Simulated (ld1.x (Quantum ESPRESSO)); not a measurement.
# Hf: generating and testing a TM potential

Do these settings give a usable potential? It is generated, then checked for transferability, scattering, ghosts and hardness.

Method: ld1.x (Quantum ESPRESSO) 7.5, PBEsol, scalar-relativistic.

### Step 1. Starting point

Typed settings, in words:

```json
{"element": "hafnium (Hf, Z = 72)", "type": "norm-conserving Troullier–Martins (Kleinman–Bylander form)", "frozen core": "[Xe] 4f14", "valence charge": "4", "reference configuration": "5d2 6s2 6p0", "partial waves": "6s (bound): rc 2.90 bohr; 6p (bound, empty): rc 2.90 bohr; 5d (bound): rc 2.10 bohr", "local potential": "all-electron potential smoothed inside 1.65 bohr (lloc = -2)", "core correction": "not asked for"}
```

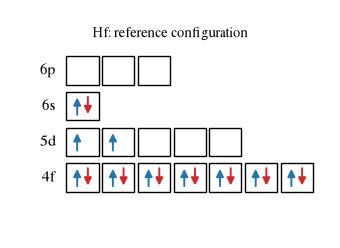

The outer shells as boxes. The arrows follow Hund's rule for the drawing; the calculation itself is spin-unpolarised.

An earlier all-electron run gives the scale for the radii.

All-electron outer shells of the reference configuration (PBEsol, scalar-relativistic, ld1.x):

```
shell  level (eV)  outermost node (bohr)  outermost maximum (bohr)
   5p      -35.59                   0.60                      1.16
   4f      -16.86                      –                      0.45
   6s       -5.13                   1.37                      2.89
   5d       -2.71                   0.67                      1.69
   6p       -1.37                   1.66                      4.05
```

### Step 2. Generating the potential

File Hf.in:

```
 &input
   title='Hf', zed=72., rel=1, dft='PBESOL', iswitch=3,
   config='[Xe] 4f14 5d2 6s2 6p0',
   nld=3, rlderiv=3.15, eminld=-2.0, emaxld=5.0, deld=0.02
 /
 &inputp
   pseudotype=2, tm=.true., lloc=-2, rcloc=1.65,
   nlcc=.false.,
   file_pseudopw='Hf.UPF', file_wfcaegen='ae.wfc', file_wfcncgen='nc.wfc', file_beta='beta', file_chi='chi'
 /
3
6S  1  0   2.00   0.00  2.90  2.90  0.0
6P  2  1   0.00   0.00  2.90  2.90  0.0
5D  3  2   2.00   0.00  2.10  2.10  0.0
 &test
   configts(1)='5d2 6s2 6p0'
 /
```

Command:

```
$ ld1.x < Hf.in > Hf.out
```

The output, Hf.out (without the banner and most projector matrices):

```text
     Program LD1 v.7.5
     --------------------------- All-electron run ----------------------------

     Hf
     scalar relativistic calculation

     atomic number is 72.00
     dft =PBESOL   lsd =0 sic =0 latt =0  beta=0.20 tr2=1.0E-14
     Exchange-correlation= PBESOL
                           (   1   4  10   8   0   0   0)
     mesh =1271 r(mesh) =  99.31870 a.u. xmin = -7.00 dx = 0.01250
     1 Ry =  13.60569312 eV, c = 137.03599908

     n l     nl                  e(Ry)          e(Ha)          e(eV)
     1 0     1S 1( 2.00)     -4796.7939     -2398.3969    -65263.7055
     2 0     2S 1( 2.00)      -820.3622      -410.1811    -11161.5962
     2 1     2P 1( 6.00)      -720.3752      -360.1876     -9801.2035
     3 0     3S 1( 2.00)      -186.9045       -93.4523     -2542.9654
     3 1     3P 1( 6.00)      -157.0399       -78.5200     -2136.6369
     4 0     4S 1( 2.00)       -37.6315       -18.8158      -512.0027
     4 1     4P 1( 6.00)       -27.8339       -13.9169      -378.6989
     3 2     3D 1(10.00)      -121.6905       -60.8453     -1655.6841
     5 0     5S 1( 2.00)        -4.9274        -2.4637       -67.0408
     5 1     5P 1( 6.00)        -2.6158        -1.3079       -35.5894
     4 2     4D 1(10.00)       -15.1783        -7.5891      -206.5111
     4 3     4F 1(14.00)        -1.2392        -0.6196       -16.8599
     5 2     5D 1( 2.00)        -0.1995        -0.0997        -2.7141
     6 0     6S 1( 2.00)        -0.3771        -0.1885        -5.1307
     6 1     6P 1( 0.00)        -0.1007        -0.0503        -1.3700

     final scf error:  7.2E-15 reached in  28 iterations

     Etot =  -30147.327533 Ry,  -15073.663767 Ha, -410175.286894 eV

     Ekin =   33034.001471 Ry,   16517.000736 Ha,  449450.486645 eV
     Encl =  -74387.071457 Ry,  -37193.535728 Ha,-1012087.666560 eV
     Eh   =   11811.775690 Ry,    5905.887845 Ha,  160707.395270 eV
     Exc  =    -606.033237 Ry,    -303.016619 Ha,   -8245.502249 eV

     normalization and overlap integrals

     s(1S/1S) =  1.000000  <r> =   0.0190  <r2> =    0.0005  r(max) =   0.0120
     s(2S/2S) =  1.000000  <r> =   0.0804  <r2> =    0.0076  r(max) =   0.0679
     s(2P/2P) =  1.000000  <r> =   0.0717  <r2> =    0.0063  r(max) =   0.0556
     s(3S/3S) =  1.000000  <r> =   0.2087  <r2> =    0.0498  r(max) =   0.1917
     s(3P/3P) =  1.000000  <r> =   0.2086  <r2> =    0.0504  r(max) =   0.1893
     s(4S/4S) =  1.000000  <r> =   0.4683  <r2> =    0.2477  r(max) =   0.4375
     s(4P/4P) =  1.000000  <r> =   0.4978  <r2> =    0.2820  r(max) =   0.4599
     s(3D/3D) =  1.000000  <r> =   0.1890  <r2> =    0.0419  r(max) =   0.1550
     s(5S/5S) =  1.000000  <r> =   1.1347  <r2> =    1.4492  r(max) =   1.0109
     s(5P/5P) =  1.000000  <r> =   1.3424  <r2> =    2.0513  r(max) =   1.1599
     s(4D/4D) =  1.000000  <r> =   0.5353  <r2> =    0.3325  r(max) =   0.4716
     s(4F/4F) =  1.000000  <r> =   0.6774  <r2> =    0.5955  r(max) =   0.4542
     s(5D/5D) =  1.000000  <r> =   2.5039  <r2> =    7.8670  r(max) =   1.6876
     s(6S/6S) =  1.000000  <r> =   3.4362  <r2> =   13.4643  r(max) =   2.8888
     s(6P/6P) =  1.000000  <r> =   5.0709  <r2> =   30.0624  r(max) =   4.0484

     ------------------------ End of All-electron run ------------------------

     --------------------- Generating NC pseudopotential ---------------------

      Generating local potential from pseudized AE potential:
      Matching radius rcloc =   1.6500
      Enforcing V''(0)=0 (lloc=-2)

      Local pseudo, rcloc= 1.646 Estimated cut-off energy=    11.74 Ry

      Wfc   6S  rcut= 2.925  Using Troullier-Martins method

      Wfc   6P  rcut= 2.925  Using Troullier-Martins method

      Wfc   5D  rcut= 2.113  Using Troullier-Martins method

     ------------------- End of pseudopotential generation -------------------

     [... the all-electron block is printed once more ...]


     Computing logarithmic derivative in   3.13335
     Message from routine run_pseudo:
     Warning: convergence not achieved
     Computing logarithmic derivative in   3.13335
     Computing the partial wave expansion
     R is outside the sphere for l=    0 j= 0.00
     R is outside the sphere for l=    1 j= 0.00
     R is outside the sphere for l=    2 j= 0.00

     ---------------------- Testing the pseudopotential ----------------------

     Hf
     scalar relativistic calculation

     atomic number is 72.00   valence charge is  4.00
     dft =PBESOL   lsd =0 sic =0 latt =0  beta=0.20 tr2=1.0E-14
     mesh =1271 r(mesh) =  99.31870 xmin = -7.00 dx = 0.01250

     n l     nl             e AE (Ry)        e PS (Ry)    De AE-PS (Ry)
     3 2     5D   1( 2.00)       -0.19948       -0.19948       -0.00000
     1 0     6S   1( 2.00)       -0.37710       -0.37710        0.00000
     2 1     6P   1( 0.00)       -0.10069       -0.10069       -0.00000

     eps = 8.7E-10  iter =201

     Etot =  -30147.327533 Ry,  -15073.663767 Ha, -410175.286894 eV
     Etotps =    -5.540562 Ry,      -2.770281 Ha,     -75.383184 eV

     Ekin =       5.042091 Ry,       2.521045 Ha,      68.601140 eV
     Encl =     -14.415807 Ry,      -7.207903 Ha,    -196.137039 eV
     Ehrt =       4.872422 Ry,       2.436211 Ha,      66.292680 eV
     Ecxc =      -1.620166 Ry,      -0.810083 Ha,     -22.043478 eV
     Epseu=       0.580898 Ry,       0.290449 Ha,       7.903513 eV

     ---------------------- End of pseudopotential test ----------------------
```

Run time: 3.7 s. Hardware: 1 thread of Intel Xeon 6975P-C, shared host. This counts the later configuration tests of the new file too.

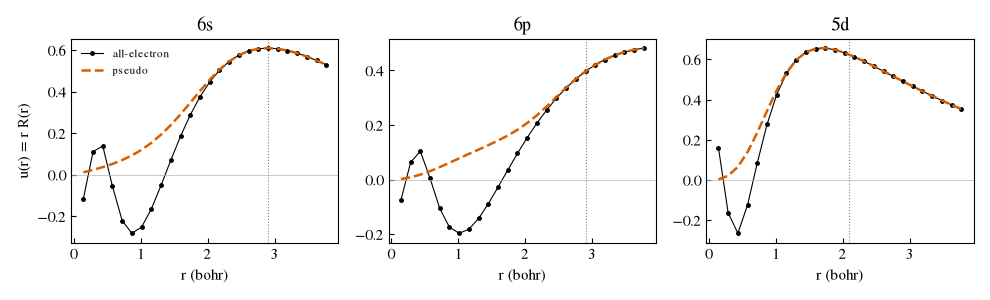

All-electron and pseudo partial waves (6s, 6p, 5d), with the matching radii dotted. The curves join 26 sampled radii, too few to resolve the innermost nodes.

### Step 3. Transferability test

File Hf.test.in:

```
 &input
   title='Hf', zed=72., rel=1, dft='PBESOL', iswitch=2,
   config='[Xe] 4f14 5d2 6s2 6p0'
 /
 &test
   file_pseudo='Hf.UPF', nconf=8,
   configts(1)='5d2 6s2 6p0',
   configts(2)='5d2 6s1 6p0',
   configts(3)='5d2 6s0 6p0',
   configts(4)='5d1 6s0 6p0',
   configts(5)='5d2 6s0 6p1',
   configts(6)='5d1 6s2 6p1',
   configts(7)='5d3 6s0 6p0',
   configts(8)='5d2 6s1 6p1'
 /
```

Command:

```
$ ld1.x < Hf.test.in > Hf.test.out
```

Hf.test.out, the pseudopotential blocks, each with the warnings that came before it:

```text
     Warning: convergence not achieved
     ---------------------- Testing the pseudopotential ----------------------

     Hf
     scalar relativistic calculation

     atomic number is 72.00   valence charge is  4.00
     dft =PBESOL   lsd =0 sic =0 latt =0  beta=0.20 tr2=1.0E-14
     mesh =1271 r(mesh) =  99.31870 xmin = -7.00 dx = 0.01250

     n l     nl             e AE (Ry)        e PS (Ry)    De AE-PS (Ry)
     3 2     5D   1( 2.00)       -0.19948       -0.19948       -0.00000
     1 0     6S   1( 2.00)       -0.37710       -0.37710        0.00000
     2 1     6P   1( 0.00)       -0.10069       -0.10069       -0.00000

     eps = 1.7E-09  iter =201

     Etot =  -30147.327533 Ry,  -15073.663767 Ha, -410175.286894 eV
     Etotps =    -5.540562 Ry,      -2.770281 Ha,     -75.383184 eV

     Ekin =       5.042091 Ry,       2.521045 Ha,      68.601140 eV
     Encl =     -14.415807 Ry,      -7.207903 Ha,    -196.137039 eV
     Ehrt =       4.872422 Ry,       2.436211 Ha,      66.292680 eV
     Ecxc =      -1.620166 Ry,      -0.810083 Ha,     -22.043478 eV
     Epseu=       0.580898 Ry,       0.290449 Ha,       7.903513 eV

     ---------------------- End of pseudopotential test ----------------------

     Warning: convergence not achieved
     Warning: n=2, l=1 expected 0 nodes, found 1
     ---------------------- Testing the pseudopotential ----------------------

     Hf
     [...]
     n l     nl             e AE (Ry)        e PS (Ry)    De AE-PS (Ry)
     3 2     5D   1( 2.00)       -0.67976       -0.68137        0.00161
     1 0     6S   1( 1.00)       -0.80898       -0.80991        0.00092
     2 1     6P   1( 0.00)       -0.46543       -0.46543        0.00000

     eps = 5.5E-11  iter =201

     Etot =  -30146.738930 Ry,  -15073.369465 Ha, -410167.278537 eV
     Etotps =    -4.951244 Ry,      -2.475622 Ha,     -67.365108 eV
     dEtot_ae =       0.588603 Ry
     dEtot_ps =       0.589318 Ry,   Delta E=      -0.000714 Ry

     [...]
     ---------------------- End of pseudopotential test ----------------------

     ---------------------- Testing the pseudopotential ----------------------

     Hf
     [...]
     n l     nl             e AE (Ry)        e PS (Ry)    De AE-PS (Ry)
     3 2     5D   1( 2.00)       -1.22693       -1.22569       -0.00124
     1 0     6S   1( 0.00)       -1.27842       -1.26815       -0.01027  !
     2 1     6P   1( 0.00)       -0.87096       -0.87096        0.00000

     eps = 4.0E-16  iter =  7

     Etot =  -30145.698005 Ry,  -15072.849002 Ha, -410153.116034 eV
     Etotps =    -3.911847 Ry,      -1.955924 Ha,     -53.223393 eV
     dEtot_ae =       1.629528 Ry
     dEtot_ps =       1.628715 Ry,   Delta E=       0.000813 Ry

     [...]
     ---------------------- End of pseudopotential test ----------------------

     Warning: n=1, l=0 expected 0 nodes, found 1
     ---------------------- Testing the pseudopotential ----------------------

     Hf
     [...]
     n l     nl             e AE (Ry)        e PS (Ry)    De AE-PS (Ry)
     3 2     5D   1( 1.00)       -1.99168       -1.96789       -0.02378  !
     1 0     6S   1( 0.00)       -1.89303       -2.03162        0.13859  !
     2 1     6P   1( 0.00)       -1.40130       -1.40130        0.00000

     eps = 2.5E-16  iter =  9

     Etot =  -30144.097638 Ry,  -15072.048819 Ha, -410131.341933 eV
     Etotps =    -2.320032 Ry,      -1.160016 Ha,     -31.565642 eV
     dEtot_ae =       3.229895 Ry
     dEtot_ps =       3.220530 Ry,   Delta E=       0.009365 Ry

     [...]
     ---------------------- End of pseudopotential test ----------------------

     BEWARE! Errors in PS-KS equations
     Warning: n=3, l=2 expected 0 nodes, found 1
     ---------------------- Testing the pseudopotential ----------------------

     Hf
     [...]
     n l     nl             e AE (Ry)        e PS (Ry)    De AE-PS (Ry)
     3 2     5D   1( 2.00)       -0.76367       -1.22569        0.46202  !
     1 0     6S   1( 0.00)       -0.86977       -0.86977        0.00000
     2 1     6P   1( 1.00)       -0.52026       -0.52026        0.00000

     eps = 7.1E-16  iter = 18

     Etot =  -30146.392382 Ry,  -15073.196191 Ha, -410162.563516 eV
     Etotps =    -4.432112 Ry,      -2.216056 Ha,     -60.301957 eV
     dEtot_ae =       0.935151 Ry
     dEtot_ps =       1.108450 Ry,   Delta E=      -0.173299 Ry

     [...]
     ---------------------- End of pseudopotential test ----------------------

     Warning: convergence not achieved
     ---------------------- Testing the pseudopotential ----------------------

     Hf
     [...]
     n l     nl             e AE (Ry)        e PS (Ry)    De AE-PS (Ry)
     3 2     5D   1( 1.00)       -0.36789       -0.78332        0.41543  !
     1 0     6S   1( 2.00)       -0.48357       -0.87481        0.39124  !
     2 1     6P   1( 1.00)       -0.16769       -0.16769        0.00000

     eps = 4.1E-10  iter =201

     Etot =  -30147.179984 Ry,  -15073.589992 Ha, -410173.279390 eV
     Etotps =    -5.229109 Ry,      -2.614554 Ha,     -71.145649 eV
     dEtot_ae =       0.147549 Ry
     dEtot_ps =       0.311453 Ry,   Delta E=      -0.163904 Ry

     [...]
     ---------------------- End of pseudopotential test ----------------------

     ---------------------- Testing the pseudopotential ----------------------

     Hf
     [...]
     n l     nl             e AE (Ry)        e PS (Ry)    De AE-PS (Ry)
     3 2     5D   1( 3.00)       -0.58546       -0.58552        0.00006
     1 0     6S   1( 0.00)       -0.74894       -0.74656       -0.00238
     2 1     6P   1( 0.00)       -0.42629       -0.42629        0.00000

     eps = 7.3E-15  iter =  8

     Etot =  -30146.592118 Ry,  -15073.296059 Ha, -410165.281055 eV
     Etotps =    -4.805899 Ry,      -2.402950 Ha,     -65.387591 eV
     dEtot_ae =       0.735416 Ry
     dEtot_ps =       0.734663 Ry,   Delta E=       0.000753 Ry

     [...]
     ---------------------- End of pseudopotential test ----------------------

     Warning: convergence not achieved
     ---------------------- Testing the pseudopotential ----------------------

     Hf
     [...]
     n l     nl             e AE (Ry)        e PS (Ry)    De AE-PS (Ry)
     3 2     5D   1( 2.00)       -0.28727       -0.68137        0.39410  !
     1 0     6S   1( 1.00)       -0.44299       -0.80991        0.36692  !
     2 1     6P   1( 1.00)       -0.15163       -0.15163        0.00000

     eps = 2.7E-09  iter =201

     Etot =  -30147.043629 Ry,  -15073.521815 Ha, -410171.424187 eV
     Etotps =    -5.102871 Ry,      -2.551436 Ha,     -69.428098 eV
     dEtot_ae =       0.283904 Ry
     dEtot_ps =       0.437691 Ry,   Delta E=      -0.153787 Ry

     [...]
     ---------------------- End of pseudopotential test ----------------------
```

3 tests gave no usable result (5d2 6s0 6p1; 5d1 6s2 6p1; 5d2 6s1 6p1).

Excitation and ionisation energies from 5d2 6s2 6p0, with the error of the potential. A star marks tests that logged a warning.

| valence configuration | charge | ΔE all-electron (eV) | error AE − PS (meV) |
| --- | --- | --- | --- |
| 5d2 6s1 6p0 * | +1 | 8.008 | -9.7 |
| 5d2 6s0 6p0 | +2 | 22.171 | +11 |
| 5d1 6s0 6p0 * | +3 | 43.945 | +127 |
| 5d3 6s0 6p0 | +1 | 10.006 | +10 |

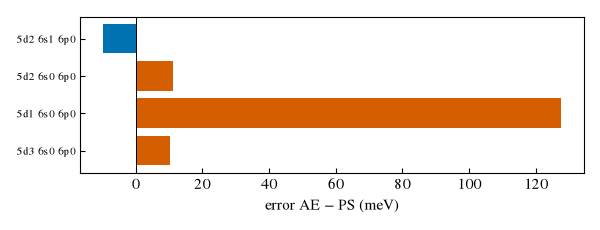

Error of the potential in each test configuration.

### Step 4. Does it scatter like the atom?

Taken from the files of the generation run. The phase is arctan(r·u′/u) with u = r·R, unwrapped, with energies in Ry. A pole is an energy at which the radial function vanishes at the test radius. The pseudo phase is shifted by a multiple of π to meet the all-electron one at the reference energy. Levels narrower than the energy grid can be missing from the poles. The last column is the largest difference on the grid between −1 and +1 Ry.

```tsv
channel	radius (bohr)	reference (Ry)	poles AE	poles PS	energies with phases within 0.05 rad (Ry)	largest difference near zero (rad)
s	3.13	-0.38	1.11	1.07	below 2.3	0.005
p	3.13	-0.10	2.33	2.55	below 0.1	0.151
d	3.13	-0.20	0.21, 4.53	0.21, 4.48	the whole range	0.001
```

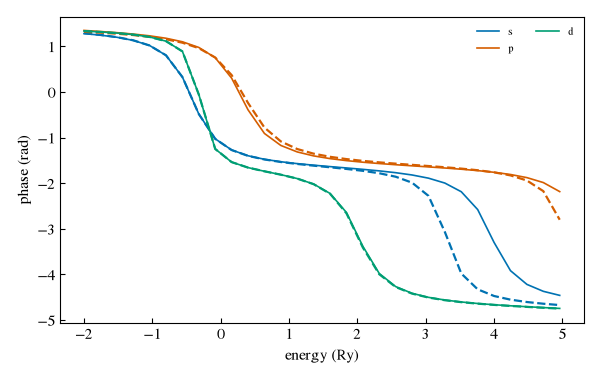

All-electron (solid) and pseudo (dashed) phases against energy.

### Step 5. Cutoff and ghost test in a Bessel basis

This step uses the generator's waves and projectors in a separate script. Basis: spherical Bessel functions vanishing at 20 bohr, q² up to the cutoff; potential fixed at the reference.

All-electron valence levels (Ry): 6s -0.3771, 6p -0.1007, 5d -0.1995. The lowest levels of each channel (Ry) by cutoff; the last column sums, over occupied levels, occupation times the distance from the level at 400 Ry. A positive value is a state of the box, at any cutoff.

| cutoff (Ry) | s #1 | s #2 | p #1 | d #1 | f #1 | Σ f·Δε (mRy) |
| --- | --- | --- | --- | --- | --- | --- |
| 8 | -1.4804 | -0.3739 | -0.1002 | -0.0690 | 0.1039 | 267.4 |
| 10 | -1.8643 | -0.3756 | -0.1003 | -0.1076 | 0.1039 | 186.7 |
| 15 | -2.1964 | -0.3770 | -0.1006 | -0.1670 | 0.1039 | 65.3 |
| 18 | -2.2467 | -0.3770 | -0.1006 | -0.1887 | 0.1039 | 21.8 |
| 21 | -2.2521 | -0.3770 | -0.1006 | -0.1951 | 0.1039 | 8.8 |
| 25 | -2.2527 | -0.3771 | -0.1007 | -0.1980 | 0.1039 | 3.0 |
| 30 | -2.2528 | -0.3771 | -0.1007 | -0.1993 | 0.1039 | 0.4 |
| 35 | -2.2531 | -0.3771 | -0.1007 | -0.1994 | 0.1039 | 0.1 |
| 40 | -2.2533 | -0.3771 | -0.1007 | -0.1994 | 0.1039 | 0.1 |
| 400 | -2.2535 | -0.3771 | -0.1007 | -0.1995 | 0.1039 | 0.0 |

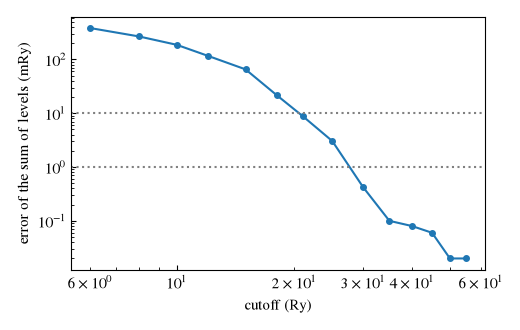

Occupation-weighted error of the valence levels against the cutoff; the dotted lines mark 10 and 1 mRy.

The sum stays within 10 mRy from 21 Ry and within 1 mRy from 30 Ry. The sum leaves out empty levels, which can need more. Ghost test: ghost state, bound below the all-electron valence or empty levels of the same l: s at -30.7 eV.

### Step 6. Outcome

```
                                                quantity                                                                         value
               cutoffs for 10 and 1 mRy, occupied levels                                                               21 Ry and 30 Ry
                                            bound ghosts                                                                s at -30.66 eV
                            largest test error (AE − PS)  +127 meV, for 5d1 6s0 6p0 (one of 6 tests with a warning) (3 tests unsolved)
largest phase difference near zero energy, channels read                                                                     0.151 rad
```

What this shows: A bound ghost (s) makes it unfit for use: electrons would fall into a state below the valence levels of that channel. By total energies transferability is fair for so large an energy: the largest error is 127 meV on 43.9 eV, for 5d1 6s0 6p0. Of the tests 3 gave no usable result, which is a warning in itself. By its cutoff, 21 Ry for the looser tolerance, it is soft. The slowest level is 5d: taken alone it needs 30 Ry to come within 1 mRy, against 12 Ry for 6s. The p channel scatters worst near zero energy, by up to 0.15 rad. All of this concerns the isolated atom, not yet a solid.
